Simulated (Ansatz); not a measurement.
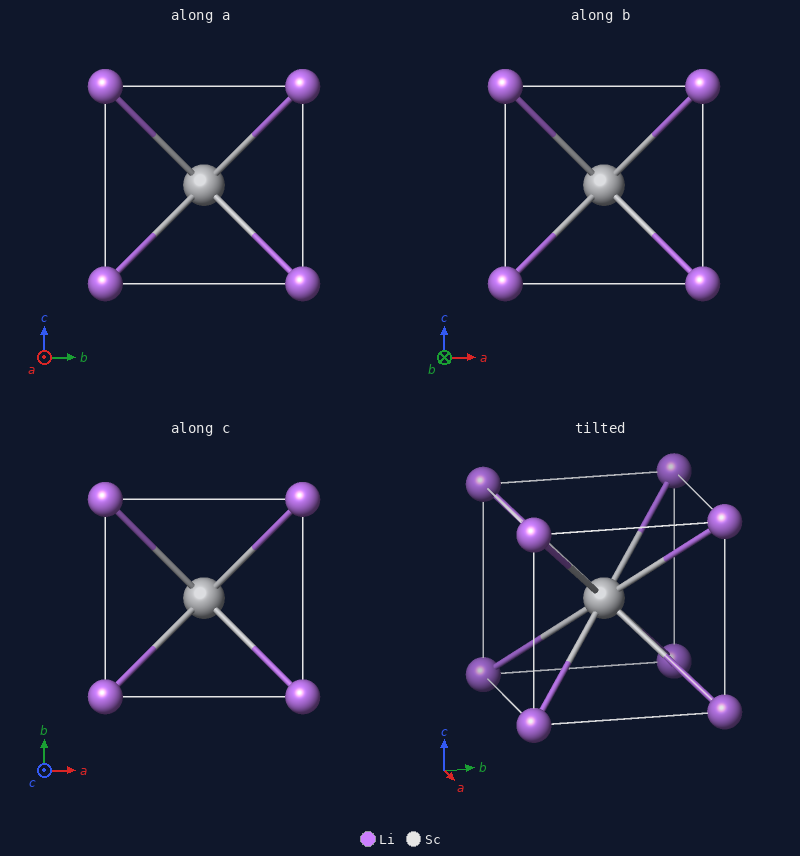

Ball-and-stick drawing of the structure, looking along the a axis, along the b axis, along the c axis and slightly off an axis. Lines trace the edges of the conventional unit cell.

Lattice parameters: a = 3.487 Å, b = 3.487 Å, c = 3.487 Å, α = 90.00°, β = 90.00°, γ = 90.00°.

Transcribe the picture into a table of Wyckoff sites.

Space group Pm-3m (No. 221).
```
atom  site       x       y       z
  Li    1a  0.0000  0.0000  0.0000
  Sc    1b  0.5000  0.5000  0.5000
```

It goes back to a structure type filled with these elements by a generator (whether the compound takes this form wasn't checked). It was relaxed with DFT, PBE, PAW with Ansatz's default frozen-core files, scalar-relativistic in Ansatz.
